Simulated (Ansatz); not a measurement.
## GeBH5SeS: geometry relaxation

GeBH5SeS, computed with RHF/def2-SVP (Ansatz 0.2.0).

It belongs to a series of runs on one base structure; here: end point B relaxed.

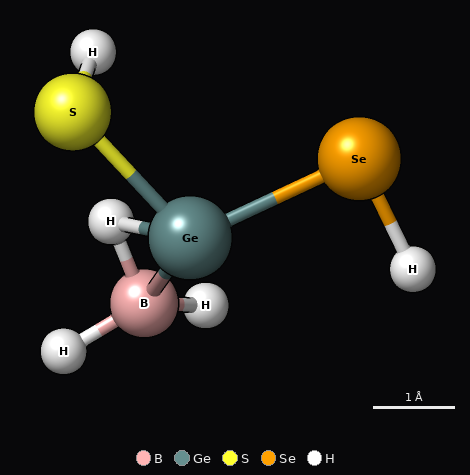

**Figure 1.** The input geometry (ball-and-stick view, seen at a tilt). Sticks mark near contacts. Bond lengths as drawn: B–Ge 2.00 Å, B–H 1.17 to 1.20 Å, Ge–H 1.66 Å, Ge–S 2.19 Å, Ge–Se 2.32 Å, H–S 1.37 Å and H–Se 1.57 Å.

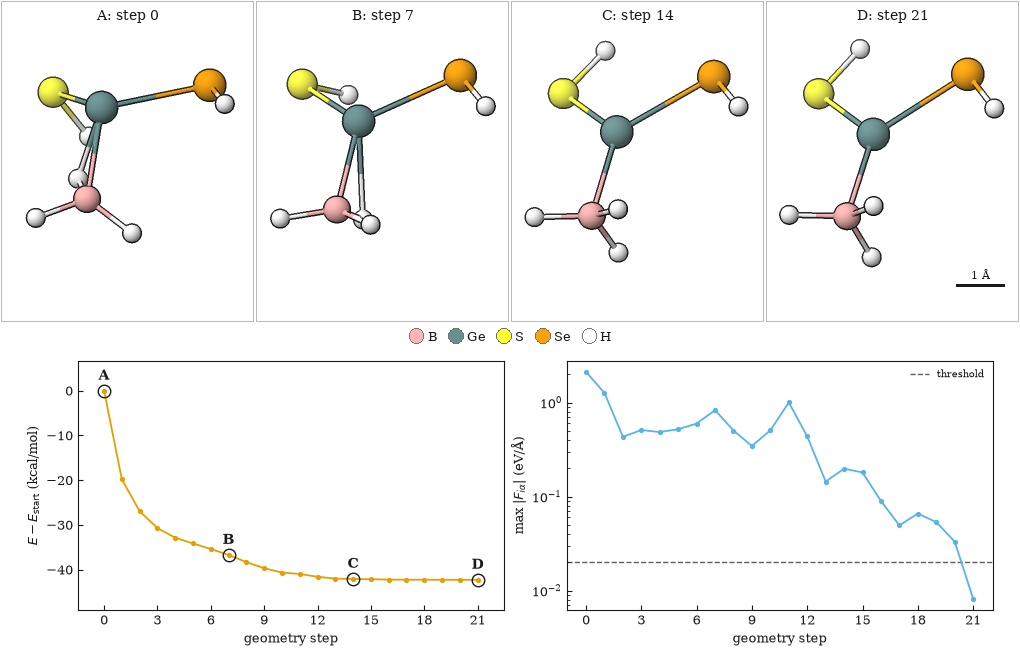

**Figure 2.** Frames of the relaxation (ball-and-stick view, seen at a tilt) above the curves, on which the letters mark them (the first geometry is step 0 here and step 1 in the log).

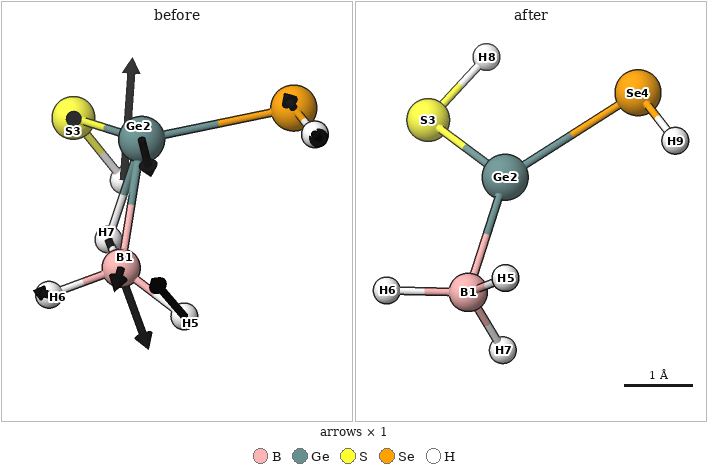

**Figure 3.** Before (left) and after (right) the relaxation, at one scale (ball-and-stick view, seen at a tilt). The black arrows give the displacements, at true length. The atom that moves furthest after the best rigid fit is H8 (1.83 Å). Largest moves by element: H 1.83 Å, Ge 0.77 Å, B 0.41 Å, Se 0.34 Å, S 0.28 Å. Among the contacts that change: Ge2–H7 1.662 → 2.613 Å, B1–Ge2 2.003 → 2.151 Å, Se4–H9 1.575 → 1.456 Å, B1–H7 1.170 → 1.218 Å. Bonds break: Ge2–H7 (1.66 → 2.61 Å). Among the angles that change: Ge2–B1–H7 56.1° → 97.9°, B1–Ge2–S3 107.2° → 126.6°, Ge2–B1–H6 121.1° → 103.3°. After 21 geometry steps the energy has fallen by 42.3 kcal/mol. Largest force component: 2.1 eV/Å at the start, 0.0082 eV/Å at the end. (Atoms are counted from 1 in the order of the input.)

The input that produced these results follows, with the program's output.

**Input file**
```yaml
crystal:
  periodic: [false, false, false]
  atoms:
    - { symbol: B, position_ang: [-0.7055, -0.6416, -1.1561] }
    - { symbol: Ge, position_ang: [0.448, 0.4883, 0.0284] }
    - { symbol: S, position_ang: [2.3409, -0.5824, 0.3] }
    - { symbol: Se, position_ang: [-0.5188, 0.8089, 2.1142] }
    - { symbol: H, position_ang: [-1.7998, -0.9746, -0.7867] }
    - { symbol: H, position_ang: [-0.4085, -0.8508, -2.2657] }
    - { symbol: H, position_ang: [0.25708, -1.03128, -0.61713] }
    - { symbol: H, position_ang: [1.7653, -1.6715, 0.8917] }
    - { symbol: H, position_ang: [-1.7802, 1.5043, 1.4772] }
basis:
  gaussian: { orbitals: def2-SVP }
hamiltonian:
  xc: hf
relax:
  f_tol: 0.02
  max_steps: 50
```

Launched with:
```bash
ansatz run input.yaml --threads 2 --pin off --max-ram 3072MiB --backend cpu --events-out ev --progress --plain --runs-dir out
```

**Log**
```
The last accepted step is kept in [file] (removed where the run ends without a failure and the disk answers)
Engine: ansatz 0.2.0, x86_64-unknown-linux-gnu
Functional definition: HF
  exchange = exact_x
  correlation = 0
1274 factors; integrals over basis functions are off by at most 3.1e-4 eV
mean field evaluation 1: about -133321.8965 eV, gradient 2.4e1 eV
mean field evaluation 2: about -133321.9609 eV, gradient 2.3e1 eV
mean field evaluation 4: about -133324.3836 eV, gradient 3.5e0 eV
mean field evaluation 8: about -133324.4533 eV, gradient 1.5e-1 eV
mean field -133324.45362795 eV, -4899.5833002667 hartree, gradient 1.1e-5 eV, S^2 0.000000; 0 other end points of the search recorded, 0 dependent functions left out
the calculation of the forces begins
reference -133324.45362795 eV, -4899.5833002667 hartree; 46, 46 occupied and 75, 75 virtual orbitals, 1274 factors
relax step   1: F+E_penalty+E_count = -133324.45362795 eV  Δ(F+E_penalty+E_count) = +0.000e0 eV  max|allowed force component| = 2.122e0 eV/Å  Δτ_max = 0.0000 Å  (37 SCF iters, accepted)
these checks for a lower state are left out or cut short: starts, cluster_reference, orbital_swaps, neighbouring_geometries, increment
1274 factors; integrals over basis functions are off by at most 3.5e-4 eV
mean field evaluation 16: about -133325.3121 eV, gradient 1.2e-3 eV
mean field -133325.31212970 eV, -4899.6148496241 hartree, gradient 2.6e-5 eV, S^2 0.000000; 0 other end points of the search recorded, 0 dependent functions left out
[... from here on the field's lines of each further geometry are left out, up to the last ...]
relax step   2: F+E_penalty+E_count = -133325.31212970 eV  Δ(F+E_penalty+E_count) = -8.585e-1 eV  max|allowed force component| = 1.265e0 eV/Å  Δτ_max = 0.1948 Å  (35 SCF iters, accepted)
relax step   3: F+E_penalty+E_count = -133325.62173536 eV  Δ(F+E_penalty+E_count) = -3.096e-1 eV  max|allowed force component| = 4.327e-1 eV/Å  Δτ_max = 0.1948 Å  (35 SCF iters, accepted)
relax step   4: F+E_penalty+E_count = -133325.78450830 eV  Δ(F+E_penalty+E_count) = -1.628e-1 eV  max|allowed force component| = 5.102e-1 eV/Å  Δτ_max = 0.1957 Å  (35 SCF iters, accepted)
relax step   5: F+E_penalty+E_count = -133325.87806698 eV  Δ(F+E_penalty+E_count) = -9.356e-2 eV  max|allowed force component| = 4.855e-1 eV/Å  Δτ_max = 0.1950 Å  (34 SCF iters, accepted)
relax step   6: F+E_penalty+E_count = -133325.93326139 eV  Δ(F+E_penalty+E_count) = -5.519e-2 eV  max|allowed force component| = 5.208e-1 eV/Å  Δτ_max = 0.1429 Å  (36 SCF iters, accepted)
relax step   7: F+E_penalty+E_count = -133325.98735295 eV  Δ(F+E_penalty+E_count) = -5.409e-2 eV  max|allowed force component| = 5.981e-1 eV/Å  Δτ_max = 0.2000 Å  (33 SCF iters, accepted)
relax step   8: F+E_penalty+E_count = -133326.04529224 eV  Δ(F+E_penalty+E_count) = -5.794e-2 eV  max|allowed force component| = 8.309e-1 eV/Å  Δτ_max = 0.1953 Å  (34 SCF iters, accepted)
relax step   9: F+E_penalty+E_count = -133326.11394650 eV  Δ(F+E_penalty+E_count) = -6.865e-2 eV  max|allowed force component| = 5.042e-1 eV/Å  Δτ_max = 0.2000 Å  (34 SCF iters, accepted)
relax step  10: F+E_penalty+E_count = -133326.17345643 eV  Δ(F+E_penalty+E_count) = -5.951e-2 eV  max|allowed force component| = 3.453e-1 eV/Å  Δτ_max = 0.2000 Å  (34 SCF iters, accepted)
relax step  11: F+E_penalty+E_count = -133326.21565935 eV  Δ(F+E_penalty+E_count) = -4.220e-2 eV  max|allowed force component| = 5.068e-1 eV/Å  Δτ_max = 0.2000 Å  (35 SCF iters, accepted)
relax step  12: F+E_penalty+E_count = -133326.22882686 eV  Δ(F+E_penalty+E_count) = -1.317e-2 eV  max|allowed force component| = 1.002e0 eV/Å  Δτ_max = 0.1947 Å  (35 SCF iters, accepted)
relax step  13: F+E_penalty+E_count = -133326.25627480 eV  Δ(F+E_penalty+E_count) = -2.745e-2 eV  max|allowed force component| = 4.368e-1 eV/Å  Δτ_max = 0.0949 Å  (36 SCF iters, accepted)
relax step  14: F+E_penalty+E_count = -133326.27412198 eV  Δ(F+E_penalty+E_count) = -1.785e-2 eV  max|allowed force component| = 1.444e-1 eV/Å  Δτ_max = 0.2000 Å  (34 SCF iters, accepted)
relax step  15: F+E_penalty+E_count = -133326.27742832 eV  Δ(F+E_penalty+E_count) = -3.306e-3 eV  max|allowed force component| = 1.980e-1 eV/Å  Δτ_max = 0.0474 Å  (35 SCF iters, accepted)
relax step  16: F+E_penalty+E_count = -133326.28009602 eV  Δ(F+E_penalty+E_count) = -2.668e-3 eV  max|allowed force component| = 1.806e-1 eV/Å  Δτ_max = 0.0525 Å  (37 SCF iters, accepted)
relax step  17: F+E_penalty+E_count = -133326.28346524 eV  Δ(F+E_penalty+E_count) = -3.369e-3 eV  max|allowed force component| = 8.950e-2 eV/Å  Δτ_max = 0.0306 Å  (35 SCF iters, accepted)
relax step  18: F+E_penalty+E_count = -133326.28487341 eV  Δ(F+E_penalty+E_count) = -1.408e-3 eV  max|allowed force component| = 4.948e-2 eV/Å  Δτ_max = 0.0149 Å  (36 SCF iters, accepted)
relax step  19: F+E_penalty+E_count = -133326.28501885 eV  Δ(F+E_penalty+E_count) = -1.454e-4 eV  max|allowed force component| = 6.599e-2 eV/Å  Δτ_max = 0.0469 Å  (37 SCF iters, accepted)
relax step  20: F+E_penalty+E_count = -133326.28558770 eV  Δ(F+E_penalty+E_count) = -5.688e-4 eV  max|allowed force component| = 5.350e-2 eV/Å  Δτ_max = 0.0248 Å  (36 SCF iters, accepted)
relax step  21: F+E_penalty+E_count = -133326.28588382 eV  Δ(F+E_penalty+E_count) = -2.961e-4 eV  max|allowed force component| = 3.319e-2 eV/Å  Δτ_max = 0.0141 Å  (37 SCF iters, accepted)
the calculation of the forces begins
reference -133326.28599575 eV, -4899.6506385412 hartree; 46, 46 occupied and 75, 75 virtual orbitals, 1274 factors
relax step  22: F+E_penalty+E_count = -133326.28599575 eV  Δ(F+E_penalty+E_count) = -1.119e-4 eV  max|allowed force component| = 8.191e-3 eV/Å  Δτ_max = 0.0035 Å  (27 SCF iters, accepted)
1274 factors; integrals over basis functions are off by at most 7.1e-4 eV
mean field evaluation 160: about -133326.2860 eV, gradient 7.9e-6 eV
mean field -133326.28599575 eV, -4899.6506385412 hartree, gradient 7.9e-6 eV, S^2 0.000000; 1 other end points of the search recorded, 0 dependent functions left out
the calculation of the forces begins
reference -133326.28599575 eV, -4899.6506385412 hartree; 46, 46 occupied and 75, 75 virtual orbitals, 1274 factors
Total energy: -133326.28599575 eV, -4899.6506385412 hartree
Atom 0 at    -0.957109    -0.827434    -1.423388 Å, force     0.000914    -0.004055     0.008191 eV/Å
Atom 1 at     0.353107    -0.255031     0.183747 Å, force    -0.001320     0.005539    -0.004155 eV/Å
Atom 2 at     2.496021    -0.748869     0.371978 Å, force     0.001158     0.000924     0.003789 eV/Å
Atom 3 at    -0.151671     0.826572     2.192366 Å, force     0.002994    -0.002966    -0.000572 eV/Å
Atom 4 at    -1.799941     0.041683    -1.411448 Å, force    -0.001891     0.002515     0.000883 eV/Å
Atom 5 at    -0.219437    -0.876564    -2.380877 Å, force     0.000266    -0.001342    -0.002315 eV/Å
Atom 6 at    -1.310532    -1.903186    -0.975661 Å, force    -0.001768     0.002273    -0.002093 eV/Å
Atom 7 at     2.735150    -0.251868     1.588904 Å, force     0.000929    -0.000744     0.000155 eV/Å
Atom 8 at    -1.547108     1.044017     1.840249 Å, force    -0.001282    -0.002144    -0.003883 eV/Å
Dipole moment:     0.247429     0.296244     0.642759 e Å
```

**Trajectory as extended XYZ (Å, eV, eV/Å), 12 of the 22 frames kept, from step=1 to step=22**
```
9
Properties=species:S:1:pos:R:3:forces:R:3 step=1 energy=-133324.45363
B    -0.7055   -0.6416   -1.1561   -1.8836  -0.5073  -1.9031
Ge    0.4480    0.4883    0.0284   -0.4153   1.4744   0.3629
S     2.3409   -0.5824    0.3000    1.4805  -0.5917   0.8563
Se   -0.5188    0.8089    2.1142   -1.7711   1.1020  -0.2234
H    -1.7998   -0.9746   -0.7867    0.1592   0.6667   0.2898
H    -0.4085   -0.8508   -2.2657    0.0517   0.2448  -0.9679
H     0.2571   -1.0313   -0.6171    0.1787  -2.1221   0.9946
H     1.7653   -1.6715    0.8917    0.4306   0.7273  -0.3364
H    -1.7802    1.5043    1.4772    1.7693  -0.9940   0.9273
9
Properties=species:S:1:pos:R:3:forces:R:3 step=3 energy=-133325.62173
B    -0.7475   -0.7242   -1.2840   -0.1944  -0.2146   0.0190
Ge    0.3990    0.4242    0.0205    0.2342  -0.2629   0.3628
S     2.4582   -0.4488    0.4296   -0.0165   0.0372   0.1573
Se   -0.5215    0.8580    2.1504    0.3134  -0.0046  -0.0504
H    -1.8815   -0.7568   -0.8767    0.1306   0.2637  -0.2571
H    -0.4130   -0.8209   -2.4227    0.0001   0.0209  -0.0753
H     0.0423   -1.3339   -0.4999   -0.4327  -0.2876  -0.0947
H     1.9574   -1.6009    0.9237    0.2159   0.3865  -0.0886
H    -1.6948    1.4526    1.5450   -0.2507   0.0614   0.0270
9
Properties=species:S:1:pos:R:3:forces:R:3 step=5 energy=-133325.87807
B    -0.8018   -0.7414   -1.3439   -0.0291  -0.0708   0.3815
Ge    0.3865    0.3028    0.0394   -0.0026  -0.3080   0.0797
S     2.5144   -0.3263    0.4665   -0.0266  -0.3566   0.0615
Se   -0.4192    0.8772    2.1723   -0.2369   0.1612  -0.2937
H    -1.9638   -0.5318   -1.0845    0.2274   0.0407  -0.1464
H    -0.3747   -0.8744   -2.4531    0.0426   0.0482   0.0287
H    -0.2555   -1.5350   -0.4938   -0.2120   0.1452  -0.1725
H     2.1981   -1.5013    1.0609    0.0575   0.4855  -0.1551
H    -1.6856    1.3796    1.6221    0.1796  -0.1452   0.2163
9
Properties=species:S:1:pos:R:3:forces:R:3 step=7 energy=-133325.98735
B    -0.8338   -0.7358   -1.3683   -0.0492   0.2980  -0.0481
Ge    0.3459    0.1917    0.0705    0.0759   0.1293  -0.4187
S     2.5158   -0.3656    0.2813   -0.3067  -0.5981   0.4786
Se   -0.3143    0.9047    2.1928   -0.0660  -0.0438   0.0839
H    -1.9939   -0.3994   -1.3649    0.2179  -0.0072   0.0680
H    -0.2242   -0.9269   -2.3902   -0.0337  -0.0369   0.1904
H    -0.5548   -1.5510   -0.4459   -0.0397  -0.2924  -0.0097
H     2.3252   -1.3029    1.2525    0.1615   0.5953  -0.3905
H    -1.6674    1.2345    1.7581    0.0400  -0.0442   0.0461
9
Properties=species:S:1:pos:R:3:forces:R:3 step=9 energy=-133326.11395
B    -0.8686   -0.7155   -1.3929    0.0048  -0.1240   0.1140
Ge    0.3806    0.1111    0.0302   -0.0575   0.1027  -0.0505
S     2.5159   -0.4622    0.2394   -0.0664  -0.4160   0.5042
Se   -0.2604    0.8193    2.1695   -0.0212  -0.0267  -0.0164
H    -1.9677   -0.2288   -1.3934    0.0492   0.0472  -0.0400
H    -0.2614   -0.9764   -2.3948   -0.0359   0.0651  -0.0541
H    -0.7417   -1.6187   -0.5211   -0.0185   0.0196  -0.0443
H     2.4307   -1.0033    1.4806    0.1058   0.3827  -0.4359
H    -1.6288    1.1238    1.7683    0.0396  -0.0506   0.0231
9
Properties=species:S:1:pos:R:3:forces:R:3 step=11 energy=-133326.21566
B    -0.9140   -0.7548   -1.4203    0.1450   0.0556   0.2327
Ge    0.3890   -0.0184    0.0493    0.0550   0.1653  -0.1300
S     2.5015   -0.6420    0.2730   -0.1180  -0.0601   0.5068
Se   -0.1974    0.8090    2.1588   -0.0058  -0.0558   0.0303
H    -1.9253   -0.1030   -1.3954   -0.0447  -0.0478  -0.0324
H    -0.2979   -0.9183   -2.4383   -0.0215  -0.0356  -0.0712
H    -0.9019   -1.7323   -0.6527   -0.1605  -0.0762  -0.1383
H     2.5292   -0.6444    1.6226    0.1322   0.0578  -0.3934
H    -1.5845    1.0535    1.7890    0.0182  -0.0033  -0.0044
9
Properties=species:S:1:pos:R:3:forces:R:3 step=12 energy=-133326.22883
B    -0.9234   -0.7497   -1.4264   -0.0878  -0.3026   0.0362
Ge    0.3876   -0.0442    0.0617    0.0755  -0.0297   0.2034
S     2.4795   -0.7101    0.3207    0.1990   0.1111   0.8794
Se   -0.1868    0.7853    2.1736   -0.0509  -0.0135  -0.0838
H    -1.9217   -0.0734   -1.4238    0.0539   0.0748   0.0126
H    -0.3102   -0.9183   -2.4504    0.0212   0.0655   0.0150
H    -1.0153   -1.7745   -0.7283    0.0052   0.1482  -0.0970
H     2.6571   -0.5048    1.6677   -0.2144  -0.0854  -1.0024
H    -1.5685    1.0391    1.7911   -0.0017   0.0316   0.0368
9
Properties=species:S:1:pos:R:3:forces:R:3 step=14 energy=-133326.27412
B    -0.9444   -0.7963   -1.4299   -0.0608  -0.1181  -0.1101
Ge    0.3736   -0.1425    0.1323   -0.0358  -0.1314  -0.0292
S     2.4909   -0.7271    0.3582    0.0025  -0.0290  -0.1444
Se   -0.1698    0.7518    2.2156   -0.0069   0.0740   0.0414
H    -1.8626   -0.0068   -1.4639    0.1054   0.0173   0.0377
H    -0.2507   -0.9146   -2.4178   -0.0418   0.0482   0.1120
H    -1.2057   -1.8509   -0.8566    0.0662   0.1057  -0.0142
H     2.7035   -0.3377    1.6146   -0.0026   0.0424   0.1002
H    -1.5361    1.0733    1.8333   -0.0261  -0.0090   0.0066
9
Properties=species:S:1:pos:R:3:forces:R:3 step=16 energy=-133326.28010
B    -0.9558   -0.8201   -1.4391   -0.0124  -0.0932   0.1725
Ge    0.3680   -0.1996    0.1700   -0.1806  -0.0337  -0.0821
S     2.4942   -0.7394    0.3685    0.0785  -0.0305  -0.0359
Se   -0.1675    0.7947    2.2190    0.0438   0.0101  -0.0156
H    -1.8290    0.0086   -1.4422   -0.0766   0.1222   0.0308
H    -0.2460   -0.8879   -2.4064    0.1338  -0.0018  -0.1036
H    -1.2596   -1.8877   -0.9312    0.0289   0.0231   0.0007
H     2.7395   -0.2959    1.6029   -0.0125   0.0254   0.0500
H    -1.5453    1.0767    1.8444   -0.0030  -0.0214  -0.0167
9
Properties=species:S:1:pos:R:3:forces:R:3 step=18 energy=-133326.28487
B    -0.9596   -0.8253   -1.4310    0.0355   0.0424   0.0416
Ge    0.3578   -0.2279    0.1710   -0.0495  -0.0004   0.0183
S     2.4929   -0.7479    0.3694    0.0229  -0.0009   0.0032
Se   -0.1558    0.8092    2.2039   -0.0028   0.0044  -0.0309
H    -1.8230    0.0243   -1.4209    0.0211  -0.0258  -0.0030
H    -0.2254   -0.8724   -2.3915   -0.0301  -0.0162   0.0002
H    -1.2749   -1.9000   -0.9493   -0.0051   0.0084  -0.0291
H     2.7285   -0.2748    1.5966   -0.0037  -0.0005  -0.0039
H    -1.5419    1.0642    1.8377    0.0117  -0.0114   0.0038
9
Properties=species:S:1:pos:R:3:forces:R:3 step=20 energy=-133326.28559
B    -0.9572   -0.8298   -1.4213    0.0042   0.0046  -0.0044
Ge    0.3496   -0.2497    0.1872   -0.0166  -0.0535  -0.0381
S     2.4902   -0.7510    0.3696    0.0183   0.0002   0.0018
Se   -0.1498    0.8302    2.1934   -0.0203   0.0293   0.0345
H    -1.8045    0.0349   -1.4096   -0.0052   0.0010  -0.0041
H    -0.2129   -0.8683   -2.3743   -0.0042   0.0026  -0.0128
H    -1.3073   -1.9119   -0.9864    0.0108   0.0167   0.0170
H     2.7356   -0.2564    1.5861    0.0011   0.0035   0.0034
H    -1.5452    1.0513    1.8411    0.0120  -0.0045   0.0026
9
Properties=species:S:1:pos:R:3:forces:R:3 step=22 energy=-133326.28600
B    -0.9571   -0.8274   -1.4234    0.0009  -0.0041   0.0082
Ge    0.3531   -0.2550    0.1837   -0.0013   0.0055  -0.0042
S     2.4960   -0.7489    0.3720    0.0012   0.0009   0.0038
Se   -0.1517    0.8266    2.1924    0.0030  -0.0030  -0.0006
H    -1.7999    0.0417   -1.4114   -0.0019   0.0025   0.0009
H    -0.2194   -0.8766   -2.3809    0.0003  -0.0013  -0.0023
H    -1.3105   -1.9032   -0.9757   -0.0018   0.0023  -0.0021
H     2.7351   -0.2519    1.5889    0.0009  -0.0007   0.0002
H    -1.5471    1.0440    1.8402   -0.0013  -0.0021  -0.0039
```

**Key numbers**

- outcome: converged
- total energy: −133326.2860 eV
- mean-field energy: −133326.2860 eV
- largest force (length of the vector) at the end: 0.009 eV/Å
- hardware: 2 threads of Intel Xeon (Emerald Rapids), 16 GiB of memory available, shared host
- wall time: 43 s (CPU time 78 s)
- peak memory: 0.34 GiB
